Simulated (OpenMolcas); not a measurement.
# Multiconfigurational calculation for Tc⁴⁺ complex

- system: Tc⁴⁺ with 6 ligands (F; octahedron, 1.819 Å), embedded in Cs2GeF6 by model potentials and point charges, whose field is part of the energies.
- method: state-averaged CASSCF, active space 3 electrons in the shell 4d, basis ANO-RCC-VDZP on the metal and ANO-RCC-VDZP on the ligands, DKH2 scalar Hamiltonian, spin-orbit coupling by RASSI with atomic mean-field integrals (OpenMolcas)

### Output (extracts)
```
--- SEWARD ---
Basis set label: TC.ANO-RCC...6S5P3D1F.

      Electronic valence basis set:
      ------------------
      Associated Effective Charge  43.000000 au
      Associated Actual Charge     43.000000 au
      Nuclear Model: Point charge

      Shell  nPrim  nBasis  Cartesian Spherical Contaminant
         s      21       6        X
         p      18       5        X
         d      13       3                 X
         f       6       1                 X
                  Relativistic Douglas-Kroll-Hess integrals:
                    - DKH order of Hamiltonian: 2
                    - DKH order of Properties : 0
                  Atomic mean-field integrals
--- RASSCF ---
Wave function specifications:
      -----------------------------

      Number of closed shell electrons          96
      Number of electrons in active shells       3
      Max number of holes in RAS1 space          0
      Max nr of electrons in RAS3 space          0
      Number of inactive orbitals               48
      Number of active orbitals                  5
      Number of secondary orbitals              74
      Spin quantum number                      1.5
      State symmetry                             1
Orbital specifications:
      -----------------------

      Symmetry species                           1   2
                                                ag  au
      Frozen orbitals                            0   0
      Inactive orbitals                         24  24
      Active orbitals                            5   0
      RAS1 orbitals                              0   0
      RAS2 orbitals                              5   0
      RAS3 orbitals                              0   0
      Secondary orbitals                        34  40
      Deleted orbitals                           0   0
      Number of basis functions                 63  64
      Number of CSFs                            10
      Number of root(s) required                10
      Iter CI   SX   CI       RASSCF       Energy    max ROT     max BLB   max BLB  Level Ln srch  Step   QN
          iter iter root      energy       change     param      element    value   shift minimum  type update
 Nr of preliminary CI iterations:   1
      Total energies have been shifted. Add                -4000.00 au
        1   1   10    0  -878.91992710    0.00E+00  -1.14E-01*  24  27 1  3.26E-01*  0.98   0.00    SX    NO
        2   1   10    0  -879.99173753   -1.07E+00* -1.05E-01*  24  27 1  2.07E-01*  0.64   0.00    SX    NO
        3   1   10    0  -880.19251961   -2.01E-01*  3.38E-02   24  27 1  6.75E-02*  0.61   0.00    SX    NO
        4   1   10    0  -880.22241805   -2.99E-02*  1.59E-02   24  27 1  3.22E-02*  0.63   0.00    SX    NO
        5   1   10    0  -880.22862664   -6.21E-03*  1.31E-02   24  27 1  1.33E-02*  0.64   1.89    LS   YES
        6   1    9    0  -880.23040764   -1.78E-03*  4.49E-03   12  35 2  4.13E-03*  0.64   1.08    QN   YES
        7   1    9    0  -880.23063144   -2.24E-04* -1.58E-03    7  35 2 -3.00E-03*  0.64   1.10    QN   YES
        8   1    8    0  -880.23066480   -3.34E-05* -5.08E-04   24  27 1 -6.68E-04*  0.64   1.30    QN   YES
        9   1    7    0  -880.23066949   -4.70E-06* -2.68E-04   24  27 1 -3.01E-04*  0.64   1.26    QN   YES
       10   1    7    0  -880.23067032   -8.27E-07*  1.05E-04    9  37 2  1.58E-04*  0.64   1.37    QN   YES
       11   1    6    0  -880.23067046   -1.42E-07*  3.59E-05   24  37 2  4.15E-05   0.64   1.16    QN   YES
       12   1    5    0  -880.23067047   -9.72E-09   1.40E-05   12  35 2  1.33E-05   0.64   1.30    QN   YES
      Convergence after 12 iterations
       13   1    5    0  -880.23067047   -1.40E-09   1.40E-05    8  36 2 -4.73E-06   0.64   1.30    QN   YES
      Natural orbitals and occupation numbers for root  1
      sym 1:   1.000000   1.000000  -0.000000   1.000000   0.000000
      Natural orbitals and occupation numbers for root  2
      sym 1:   1.000000   0.000211   0.999789   0.999789   0.000211
      Natural orbitals and occupation numbers for root  3
      sym 1:   1.000000   0.999789   0.999789   0.000211   0.000211
::    RASSCF root number  1 Total energy:  -4880.46971880
::    RASSCF root number  2 Total energy:  -4880.28282343
::    RASSCF root number  3 Total energy:  -4880.28282343
::    RASSCF root number  4 Total energy:  -4880.28282343
::    RASSCF root number  5 Total energy:  -4880.24380436
::    RASSCF root number  6 Total energy:  -4880.24380436
::    RASSCF root number  7 Total energy:  -4880.24380436
::    RASSCF root number  8 Total energy:  -4880.08570086
::    RASSCF root number  9 Total energy:  -4880.08570086
::    RASSCF root number 10 Total energy:  -4880.08570086
--- RASSCF ---
Wave function specifications:
      -----------------------------

      Number of closed shell electrons          96
      Number of electrons in active shells       3
      Max number of holes in RAS1 space          0
      Max nr of electrons in RAS3 space          0
      Number of inactive orbitals               48
      Number of active orbitals                  5
      Number of secondary orbitals              74
      Spin quantum number                      0.5
      State symmetry                             1
Orbital specifications:
      -----------------------

      Symmetry species                           1   2
                                                ag  au
      Frozen orbitals                            0   0
      Inactive orbitals                         24  24
      Active orbitals                            5   0
      RAS1 orbitals                              0   0
      RAS2 orbitals                              5   0
      RAS3 orbitals                              0   0
      Secondary orbitals                        34  40
      Deleted orbitals                           0   0
      Number of basis functions                 63  64
      Number of CSFs                            40
      Number of root(s) required                40
      Iter CI   SX   CI       RASSCF       Energy    max ROT     max BLB   max BLB  Level Ln srch  Step   QN
          iter iter root      energy       change     param      element    value   shift minimum  type update
 Nr of preliminary CI iterations:   1
      Total energies have been shifted. Add                -4000.00 au
        1   1    9    0  -880.15519165    0.00E+00  -6.24E-03   17  29 1 -7.74E-03*  0.60   0.00    SX    NO
        2   1    9    0  -880.15584823   -6.57E-04*  3.04E-03   20  25 1 -3.86E-03*  0.60   0.00    SX    NO
        3   1    8    0  -880.15599403   -1.46E-04*  1.71E-03   20  25 1 -2.09E-03*  0.60   0.00    SX    NO
        4   1    8    0  -880.15603147   -3.74E-05*  9.21E-04   20  25 1 -1.19E-03*  0.60   0.00    SX    NO
        5   1    7    0  -880.15604189   -1.04E-05*  9.32E-04   20  25 1 -6.72E-04*  0.60   2.02    LS   YES
        6   1    7    0  -880.15604597   -4.08E-06* -1.65E-04   20  25 1 -1.52E-04*  0.60   1.13    QN   YES
        7   1    6    0  -880.15604619   -2.24E-07* -8.11E-05   17  29 1  1.05E-04*  0.60   1.49    LS   YES
        8   1    6    0  -880.15604622   -2.85E-08* -6.29E-05   17  29 1  9.09E-05   0.60   1.03    QN   YES
        9   1    6    0  -880.15604626   -3.58E-08* -4.18E-05   17  29 1  4.05E-05   0.60   1.50    QN   YES
       10   1    5    0  -880.15604627   -6.01E-09  -4.07E-06   20  25 1 -5.09E-06   0.60   1.06    QN   YES
      Convergence after 10 iterations
       11   1    5    0  -880.15604627   -3.58E-10  -4.07E-06   17  42 1  2.93E-06   0.60   1.06    QN   YES
      Natural orbitals and occupation numbers for root  1
      sym 1:   0.998820   0.999944   0.009259   0.001250   0.990726
      Natural orbitals and occupation numbers for root  2
      sym 1:   0.994174   0.993050   0.001250   0.009259   1.002268
      Natural orbitals and occupation numbers for root  3
      sym 1:   0.999246   0.999737   0.002171   0.002198   0.996648
::    RASSCF root number  1 Total energy:  -4880.40296051
::    RASSCF root number  2 Total energy:  -4880.40296051
::    RASSCF root number  3 Total energy:  -4880.39967694
::    RASSCF root number  4 Total energy:  -4880.39967694
::    RASSCF root number  5 Total energy:  -4880.39967694
::    RASSCF root number  6 Total energy:  -4880.36153392
::    RASSCF root number  7 Total energy:  -4880.36153392
::    RASSCF root number  8 Total energy:  -4880.36153392
::    RASSCF root number  9 Total energy:  -4880.23050572
::    RASSCF root number 10 Total energy:  -4880.22080094
::    RASSCF root number 11 Total energy:  -4880.22080094
::    RASSCF root number 12 Total energy:  -4880.22080094
::    RASSCF root number 13 Total energy:  -4880.21826476
::    RASSCF root number 14 Total energy:  -4880.21826476
::    RASSCF root number 15 Total energy:  -4880.21826476
::    RASSCF root number 16 Total energy:  -4880.21038895
::    RASSCF root number 17 Total energy:  -4880.21038895
::    RASSCF root number 18 Total energy:  -4880.19297076
::    RASSCF root number 19 Total energy:  -4880.19297075
::    RASSCF root number 20 Total energy:  -4880.19297075
::    RASSCF root number 21 Total energy:  -4880.17394960
::    RASSCF root number 22 Total energy:  -4880.17394960
::    RASSCF root number 23 Total energy:  -4880.17394960
::    RASSCF root number 24 Total energy:  -4880.16140199
::    RASSCF root number 25 Total energy:  -4880.11430160
::    RASSCF root number 26 Total energy:  -4880.11430159
::    RASSCF root number 27 Total energy:  -4880.03681784
::    RASSCF root number 28 Total energy:  -4880.03681784
::    RASSCF root number 29 Total energy:  -4880.03681784
::    RASSCF root number 30 Total energy:  -4880.02944578
--- RASSI ---
SPIN-FREE ENERGIES:
  (Shifted by EMIN (a.u.) =      -4880.4697187986)

 SF State       Relative EMIN(au)   Rel lowest level(eV)    D:o, cm**(-1)

     1             0.0000000000        0.0000000000              0.0000
    11             0.0667582867        1.8165855244          14651.7504
    12             0.0667582867        1.8165855244          14651.7504
    13             0.0700418571        1.9059360268          15372.4108
    14             0.0700418571        1.9059360268          15372.4108
    15             0.0700418571        1.9059360268          15372.4108
    16             0.1081848806        2.9438605708          23743.8368
    17             0.1081848806        2.9438605708          23743.8368
    18             0.1081848806        2.9438605708          23743.8368
     2             0.1868953710        5.0856821282          41018.7927
     3             0.1868953710        5.0856821282          41018.7927
     4             0.1868953710        5.0856821282          41018.7927
     5             0.2259144373        6.1474450123          49582.4878
     6             0.2259144386        6.1474450459          49582.4881
     7             0.2259144391        6.1474450595          49582.4882
    19             0.2392130821        6.5093195713          52501.2030
    20             0.2489178569        6.7733999479          54631.1549
    21             0.2489178569        6.7733999479          54631.1549
    22             0.2489178569        6.7733999479          54631.1549
    23             0.2514540374        6.8424129335          55187.7822
    24             0.2514540374        6.8424129335          55187.7822
    25             0.2514540374        6.8424129335          55187.7822
    26             0.2593298525        7.0567247815          56916.3238
    27             0.2593298525        7.0567247815          56916.3238
    28             0.2767480431        7.5306978937          60739.1747
    29             0.2767480436        7.5306979061          60739.1748
    30             0.2767480436        7.5306979061          60739.1748
    31             0.2957691989        8.0482899098          64913.8359
    32             0.2957691994        8.0482899239          64913.8360
    33             0.2957691994        8.0482899239          64913.8360
    34             0.3083168105        8.3897278156          67667.7183
    35             0.3554172034        9.6713947997          78005.0597
    36             0.3554172041        9.6713948204          78005.0599
     8             0.3840179377       10.4496604273          84282.1953
     9             0.3840179377       10.4496604273          84282.1953
    10             0.3840179388       10.4496604577          84282.1956
    37             0.4329009565       11.7798351345          95010.7779
    38             0.4329009565       11.7798351345          95010.7779
    39             0.4329009565       11.7798351345          95010.7779
    40             0.4402730162       11.9804390963          96628.7579
Eigenvalues of complex Hamiltonian:
   -----------------------------------
  (Shifted by EMIN (a.u.) =      -4880.4697187986)

 SO State       Relative EMIN(au)   Rel lowest level(eV)    D:o, cm**(-1)

     1            -0.0004574991        0.0000000000              0.0000
     2            -0.0004574991        0.0000000000              0.0000
     3            -0.0004574991        0.0000000000              0.0000
     4            -0.0004574991        0.0000000000              0.0000
     5             0.0661441256        1.8123225338          14617.3670
     6             0.0661441256        1.8123225338          14617.3670
     7             0.0661441256        1.8123225337          14617.3670
     8             0.0661441256        1.8123225337          14617.3670
     9             0.0691345246        1.8936954351          15273.6837
    10             0.0691345246        1.8936954351          15273.6837
    11             0.0691345245        1.8936954331          15273.6837
    12             0.0691345245        1.8936954331          15273.6837
    13             0.0700878093        1.9196356343          15482.9056
    14             0.0700878093        1.9196356343          15482.9056
    15             0.1081079089        2.9542152489          23827.3529
    16             0.1081079089        2.9542152489          23827.3529
    17             0.1081079090        2.9542152508          23827.3529
    18             0.1081079090        2.9542152508          23827.3529
    19             0.1089168801        2.9762284765          24004.9015
    20             0.1089168801        2.9762284765          24004.9015
    21             0.1849529881        5.0452763793          40692.8983
    22             0.1849529881        5.0452763793          40692.8983
    23             0.1860106023        5.0740555299          40925.0178
    24             0.1860106023        5.0740555283          40925.0178
    25             0.1860106023        5.0740555283          40925.0178
    26             0.1860106023        5.0740555299          40925.0178
    27             0.1876119687        5.1176309296          41276.4771
    28             0.1876119687        5.1176309296          41276.4771
    29             0.1876119687        5.1176309274          41276.4771
    30             0.1876119687        5.1176309274          41276.4771
    31             0.1878602171        5.1243861124          41330.9613
    32             0.1878602171        5.1243861124          41330.9613
    33             0.2243465285        6.1172292236          49338.7811
    34             0.2243465285        6.1172292236          49338.7811
    35             0.2255451585        6.1498456071          49601.8500
    36             0.2255451585        6.1498456071          49601.8500
    37             0.2255451593        6.1498456298          49601.8501
    38             0.2255451593        6.1498456298          49601.8501
    39             0.2263818838        6.1726140622          49785.4899
    40             0.2263818838        6.1726140622          49785.4899
    41             0.2265183827        6.1763283871          49815.4480
Weights of the five most important spin-orbit-free states for each spin-orbit state.

 SO State  Total energy (au)           Spin-free states, spin, and weights
 -------------------------------------------------------------------------------------------------------
    1        -0.000457       1 1.5  0.9968   16 0.5  0.0008   18 0.5  0.0006    2 1.5  0.0006   17 0.5  0.0005
    2        -0.000457       1 1.5  0.9968   17 0.5  0.0008   18 0.5  0.0006    4 1.5  0.0004    3 1.5  0.0004
    3        -0.000457       1 1.5  0.9968   18 0.5  0.0009   16 0.5  0.0008    2 1.5  0.0005    4 1.5  0.0002
    4        -0.000457       1 1.5  0.9968   17 0.5  0.0009   16 0.5  0.0005   18 0.5  0.0004    3 1.5  0.0004
    5         0.066144      12 0.5  0.6087   11 0.5  0.3828   18 0.5  0.0030   16 0.5  0.0014   17 0.5  0.0008
    6         0.066144      12 0.5  0.5226   11 0.5  0.4688   18 0.5  0.0031   16 0.5  0.0011   17 0.5  0.0010
    7         0.066144      11 0.5  0.6087   12 0.5  0.3827   17 0.5  0.0027   16 0.5  0.0020    4 1.5  0.0007
    8         0.066144      11 0.5  0.5226   12 0.5  0.4688   17 0.5  0.0024   16 0.5  0.0023    4 1.5  0.0007
    9         0.069135      15 0.5  0.3697   14 0.5  0.3095   13 0.5  0.3075   16 0.5  0.0040   18 0.5  0.0038
   10         0.069135      15 0.5  0.3697   14 0.5  0.3095   13 0.5  0.3075   16 0.5  0.0040   18 0.5  0.0038
   11         0.069135      13 0.5  0.3503   14 0.5  0.3483   15 0.5  0.2882   17 0.5  0.0041   18 0.5  0.0036
   12         0.069135      13 0.5  0.3503   14 0.5  0.3483   15 0.5  0.2882   17 0.5  0.0041   18 0.5  0.0036
```

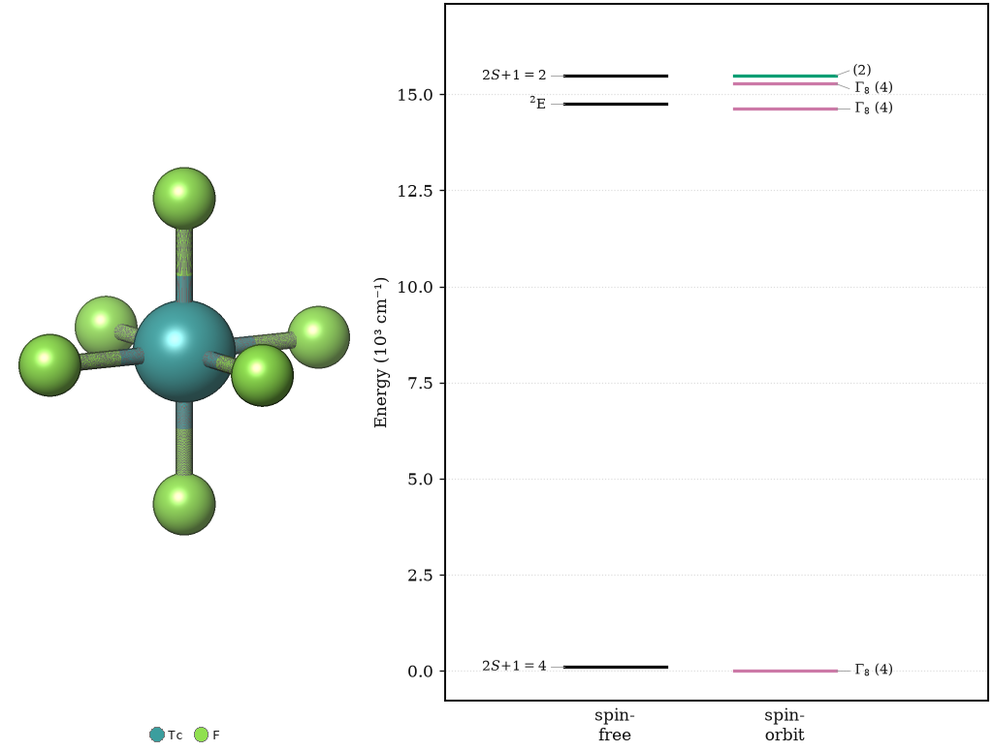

Figure 1. Tc⁴⁺ (4d³) as a dopant in Cs₂GeF₆, a cluster with its 6 nearest F⁻ at 1.819 Å (octahedron) embedded in model potentials and point charges; the geometry was set, not optimised, and its levels. Labels give the representation in O, Td, D4 or D3 as the site allows (double group for half-integer spin) where it could be assigned and, in brackets, the degeneracy; spin-free states, where drawn, share the zero of the spin-orbit levels. The ground level is Γ₈, 4-fold degenerate, 100 % from states of spin multiplicity 4. The next level lies at 14,600 cm⁻¹ (Γ₈). The active orbitals hold 74 to 87 % metal character (Löwdin), and the Mulliken charge of the metal is +2.33.

### Input file
```
&GATEWAY
Basis set
Tc.ANO-RCC-VDZP.
Tc1 0.0 0.0 0.0 Angstrom
End of basis
Basis set
F.ANO-RCC-VDZP.
L1 1.819000 0.000000 0.000000 Angstrom
L2 0.000000 1.819000 0.000000 Angstrom
L3 0.000000 0.000000 1.819000 Angstrom
End of basis
Basis set
Cs.EMB-AIMP.Seijo.0s.0s.ECP.Cs2GeF6.
PseudoCharge
* 16 symmetry-unique lattice sites within 7.6 angstrom
End of basis
Basis set
F.EMB-AIMP.Seijo.0s.0s.ECP.Cs2GeF6.
PseudoCharge
* 27 symmetry-unique lattice sites within 7.6 angstrom
End of basis
Basis set
Ge.EMB-AIMP.Seijo.0s.0s.ECP.Cs2GeF6.
PseudoCharge
* 6 symmetry-unique lattice sites within 7.6 angstrom
End of basis
Symmetry
XYZ
AngMom=0.0 0.0 0.0
AMFI
RICD
XField
1358 Angstrom 0
* Evjen-weighted lattice charges
&SEWARD
&RASSCF
FileOrb=start.orb
Symmetry=1
Spin=4
nActEl=3 0 0
Inactive=24 24
Ras2=5 0
CIRoot=10 10 1
SDav=10
CIMx=300
Iter=150 100
PrWF=0.3
OrbListing=Nothing
MaxOrb=0
LevShft=1.0
>>> COPY $Project.JobIph JOB001
&RASSCF
FileOrb=start.orb
Symmetry=1
Spin=2
nActEl=3 0 0
Inactive=24 24
Ras2=5 0
CIRoot=40 40 1
SDav=40
CIMx=300
Iter=150 100
PrWF=0.3
OrbListing=Nothing
MaxOrb=0
LevShft=1.0
>>> COPY $Project.JobIph JOB002
&RASSI
NrOfJobIphs=2 10 40
1 2 3 4 5 6 7 8 9 10
1 2 3 4 5 6 7 8 9 10 11 12 13 14 15 16 17 18 19 20 21 22 23 24 25 26 27
28 29 30 31 32 33 34 35 36 37 38 39 40
IphNames
JOB001
JOB002
EJob
SpinOrbit
DIPRint=1.0
SOCoupling=1000.0
Subsets=2
Property=9
'ANGMOM' 1 'ANGMOM' 2 'ANGMOM' 3 'MLTPL  1' 1 'MLTPL  1' 2 'MLTPL  1' 3
'AMFI' 1 'AMFI' 2 'AMFI' 3
SOProperty=3
'ANGMOM' 1 'ANGMOM' 2 'ANGMOM' 3
```

The file start.orb holds starting orbitals from an earlier step. A driver script formed the levels outside the program, from RASSI's spin-orbit matrix and the active-space energies, averaged over the components of each term or state.

Run as:
```bash
OMP_NUM_THREADS=1 MOLCAS_MEM=2457 MOLCAS_PROJECT=a pymolcas a.inp > a.log  # once for each step of the input, in one work folder
```

### Results in brief

- outcome: converged
- energy of the lowest spin-free term: −4880.46972 hartree
- energy of the lowest spin-orbit level: −4880.47018 hartree
- largest spread among components of a term: 0.0 cm⁻¹
- hardware: 1 thread of Arm Neoverse V1, 24 GiB of memory available, shared host
- wall time: 21 s
- peak memory: 0.38 GiB

### Remarks

Without dynamic correlation the splittings between terms come out too large, often by 20 to 50 %. To bear in mind: covalent bonds, ligand orbitals missing from the active space; the geometry is set by hand, with no relaxation.
